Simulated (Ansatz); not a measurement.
A series of calculations on C₂H₆N₂

**1. Relaxation**

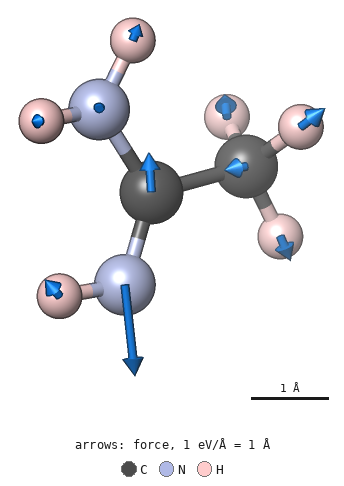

Starting geometry of C2H6N2 with the computed forces as blue arrows. Style: ball-and-stick. Shown at a tilt.

The run prepares an end point of a later path (torsion) calculation, from a guessed geometry.

Level of theory: RKS PBE0-D4/def2-SVP (Ansatz 0.2.0).

The input:
```yaml
crystal:
  periodic: [false, false, false]
  atoms:
    - { symbol: C, position_ang: [-0.69933, 0.25609, -1.01139] }
    - { symbol: C, position_ang: [-0.01438, -0.3137, 0.19511] }
    - { symbol: "N", position_ang: [-0.27213, -1.49616, 0.55373] }
    - { symbol: "N", position_ang: [0.82369, 0.55884, 0.84227] }
    - { symbol: H, position_ang: [-1.36393, -0.49299, -1.42803] }
    - { symbol: H, position_ang: [-1.27496, 1.13648, -0.73091] }
    - { symbol: H, position_ang: [0.03561, 0.54496, -1.76153] }
    - { symbol: H, position_ang: [0.22649, -1.80836, 1.38404] }
    - { symbol: H, position_ang: [1.42611, 0.20747, 1.56805] }
    - { symbol: H, position_ang: [1.11282, 1.40738, 0.38866] }
basis:
  gaussian: { orbitals: def2-SVP }
hamiltonian:
  xc: pbe0
  dispersion: d4
relax:
  f_tol: 0.015
  max_steps: 40
output:
  orbitals: {}
```

Run as
```bash
ansatz run input.yaml --threads 1 --pin off --max-ram 2048MiB --backend cpu --events-out ev --progress --plain --runs-dir out
```

Question: What follows when this structure is relaxed?

Answer: It isn't relaxed: the largest force vector, on N3, is 1.22 eV/Å. The final displacements follow the starting forces only in part (cosine between the two patterns 0.46). After 6 geometry steps the energy has fallen by 0.66 kcal/mol. The largest force component goes from 1.1 to 0.0039 eV/Å. The largest move after the best rigid fit is that of H8, 0.039 Å. By element the largest moves are H 0.039 Å, N 0.028 Å, C 0.013 Å. Near-neighbour distances that change, for instance: C2–N3 1.262 → 1.277 Å, C1–H6 1.089 → 1.101 Å, C1–H5 1.085 → 1.095 Å, N3–H8 1.018 → 1.025 Å. Bond angles that change, for instance: C2–N3–H8 114.8° → 110.9°. Cost: 18 s on 1 thread of Arm Neoverse V2, with other jobs on the host, peak memory 0.16 GiB.

**2. Relaxation**

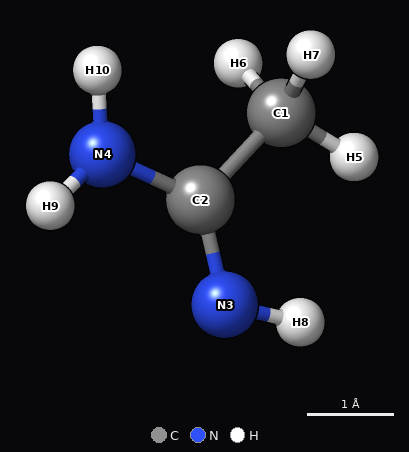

C$_{2}$H$_{6}$N$_{2}$, before the relaxation. The picture is a ball-and-stick view, seen at a tilt.

The run prepares an end point of a later path (torsion) calculation, from a guessed geometry.

Level of theory: RKS PBE0-D4/def2-SVP (Ansatz).

Input
```yaml
crystal:
  periodic: [false, false, false]
  atoms:
    - { symbol: C, position_ang: [-0.69933, 0.25609, -1.01139] }
    - { symbol: C, position_ang: [-0.01438, -0.3137, 0.19511] }
    - { symbol: "N", position_ang: [-0.27213, -1.49616, 0.55373] }
    - { symbol: "N", position_ang: [0.82369, 0.55884, 0.84227] }
    - { symbol: H, position_ang: [-1.36393, -0.49299, -1.42803] }
    - { symbol: H, position_ang: [-1.27496, 1.13648, -0.73091] }
    - { symbol: H, position_ang: [0.03561, 0.54496, -1.76153] }
    - { symbol: H, position_ang: [-0.94495, -1.98314, -0.0342] }
    - { symbol: H, position_ang: [1.42611, 0.20747, 1.56805] }
    - { symbol: H, position_ang: [1.11282, 1.40738, 0.38866] }
basis:
  gaussian: { orbitals: def2-SVP }
hamiltonian:
  xc: pbe0
  dispersion: d4
relax:
  f_tol: 0.015
  max_steps: 40
output:
  orbitals: {}
```

Run as
```bash
ansatz run input.yaml --threads 1 --pin off --max-ram 2048MiB --backend cpu --events-out ev --progress --plain --runs-dir out
```

Question: Predict the outcome.

Answer: The energy falls by 0.144 eV in 7 geometry steps. The largest force component goes from 1.6 to 0.0076 eV/Å. The largest move after the best rigid fit is that of H8, 0.12 Å. Largest moves by element: H 0.12 Å, N 0.11 Å, C 0.03 Å. Among the contacts that change: C2–N3 1.262 → 1.277 Å, C1–H5 1.085 → 1.097 Å, C1–H6 1.089 → 1.101 Å, C1–C2 1.500 → 1.509 Å. Among the angles between lasting bonds that change: C1–C2–N3 119.4° → 126.3°, N3–C2–N4 125.9° → 119.7°, C2–N3–H8 114.8° → 110.1°. Cost: 20 s on 1 thread of Arm Neoverse V2 (shared host), peak memory 0.25 GiB.

The structure at the end:

```xyz
10

C    -0.7172    0.2794   -1.0288
C    -0.0395   -0.3150    0.1809
N    -0.1930   -1.5013    0.6271
N     0.7729    0.5653    0.8539
H    -1.3797   -0.4532   -1.5067
H    -1.3099    1.1626   -0.7433
H     0.0279    0.6087   -1.7716
H    -0.8722   -2.0045    0.0573
H     1.3558    0.1490    1.5697
H     1.1834    1.3343    0.3434
```

The end point in the same view:

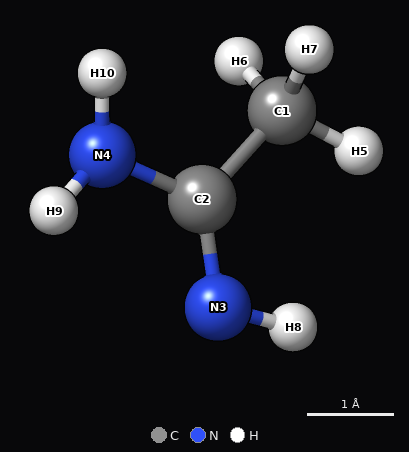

**3. Path**

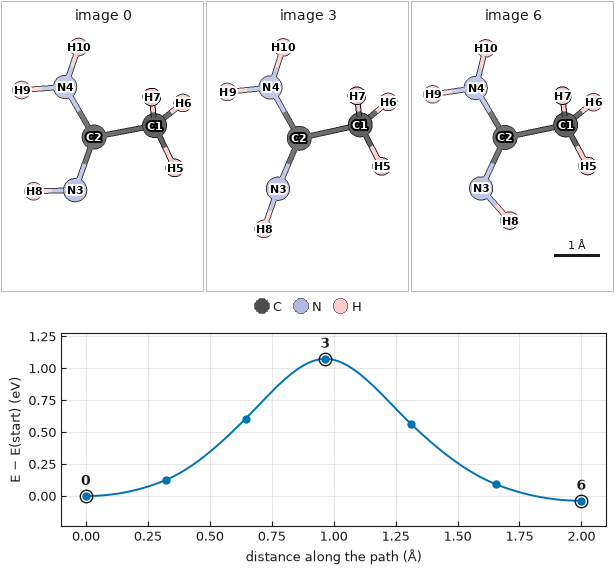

NEB run on C₂H₆N₂. Images are numbered from 0 (start) to 6 (end). Style: ball-and-stick. Shown at a tilt.

The calculation used Ansatz, RKS PBE0-D4/def2-SVP. Settings: 5 movable images; climbing image; force threshold 0.05 eV/Å; iteration limit 60; starting path through a guess of the saddle point.

Read off the barrier and say what moves.

Answer. The highest point, image 3, lies 1.07 eV above the start and 1.11 eV above the end; the end is at −0.04 eV relative to the start. The motion is an in-plane inversion: the angle C2–N3–H8 opens from 111° to 170° on the way and closes on the other side (110° at the end). No bond forms or breaks between the ends. Among the angles between lasting bonds that change up to the highest image: C2–N3–H8 110.9° → 170.3°, C1–C2–N3 119.6° → 124.4°. The band is converged. At the top, the vibrational analysis gives one imaginary mode (1077i cm⁻¹), as a transition state must have.
